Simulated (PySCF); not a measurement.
C5H10NOSi (charge −1)

Input

```
{"job": {"kind": "nmr", "xc": "PBE", "basis": "pcSseg-1", "solvent": "tetrahydrofuran", "pop": false}, "charge": -1, "multiplicity": 1}
C     -1.884766     0.236607     0.063493
C     -0.768274    -0.797882     0.195554
C     -0.727353    -1.335447     1.521233
N     -0.675960    -1.811817     2.569431
C      0.652632    -0.175227    -0.169896
C      1.233477    -0.961428    -1.355331
O      0.592797     1.128829    -0.464193
Si     0.601546     2.272121     0.857452
H     -1.935607     0.583273    -0.966249
H     -2.845440    -0.189683     0.354408
H     -1.624448     1.100143     0.695602
H     -0.962012    -1.635038    -0.490267
H      1.312282    -0.359092     0.706478
H      0.590558    -0.839847    -2.226886
H      1.327807    -2.020491    -1.114119
H      2.217335    -0.564055    -1.598677
H      0.944376     3.421712    -0.029923
H      1.951051     1.947321     1.451889
```

Run with:

```sh
OMP_NUM_THREADS=1 python ens_run.py task.json out
```

Geometry: GFN2-xTB; a saddle point, not a minimum.

Level of theory: PBE/pcSseg-1, SCF density, in a tetrahydrofuran solvent model, non-relativistic (PySCF 2.14.0).

What can the converged electron density and electron localisation function tell about the bonding?

Answer. C–N (1.15 Å): ρ is about 3.5 e/Å³ halfway; the ELF peaks at about 0.85 between the atoms: a short, multiple covalent bond.
C–C (1.43 Å): ρ at the midpoint is about 1.9 e/Å³; the ELF peaks at about 0.95 between the atoms; a covalent bond.
C–H (1.09 Å): ρ at the midpoint is about 2 e/Å³; the ELF climbs to about 1 towards the hydrogen, as it does in any bond to H; a covalent bond by its length.
C–C (1.53 Å): ρ is about 1.6 e/Å³ halfway; the ELF peaks at about 0.95 between the atoms (a covalent bond).

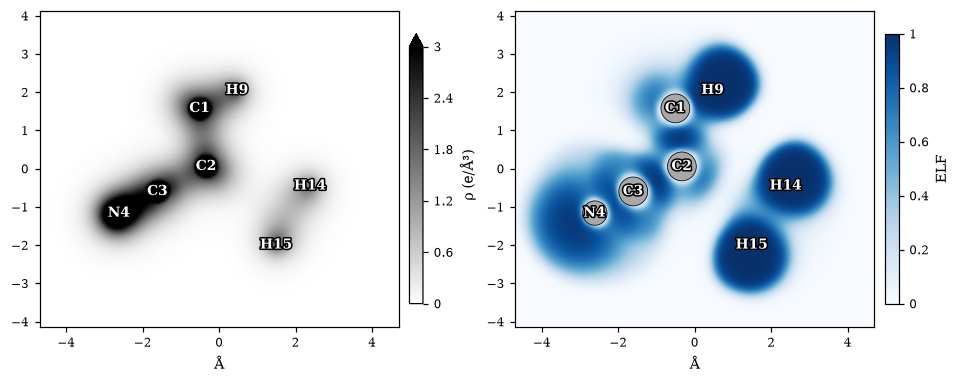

Computed electron density and electron localisation function on the plane of atoms C1, C2 and C3, in this order. Grey discs cover the atomic cores in the ELF map. 
